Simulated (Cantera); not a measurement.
Input: 1 mol V2O5, 82 mol H2, 0.044 mol H2O, at 16.0 Pa.

Equilibrium computed with Cantera from the NASA thermochemical tables; the gas is ideal and each condensed phase is pure. Candidate condensed phases: H2O, V, VO, V2O3, V2O4, V2O5; 12 gas species. Condensed phases not in the tables: the oxides between V2O3 and V2O5 other than VO2. Rates play no part.

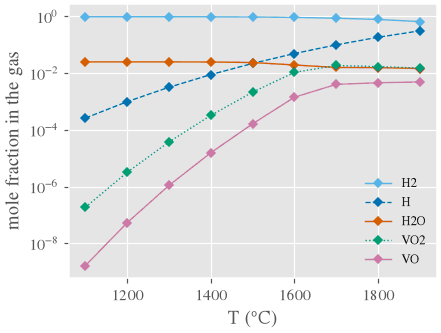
Figure. Equilibrium gas composition (values under 1e-9 drawn at 1e-9)

Question: Read off the mole fractions at 1200 °C.

Answer: H2 about 0.97, H2O about 0.025, H about 0.00099, VO2 about 3.2e-6, VO about 5.3e-8.
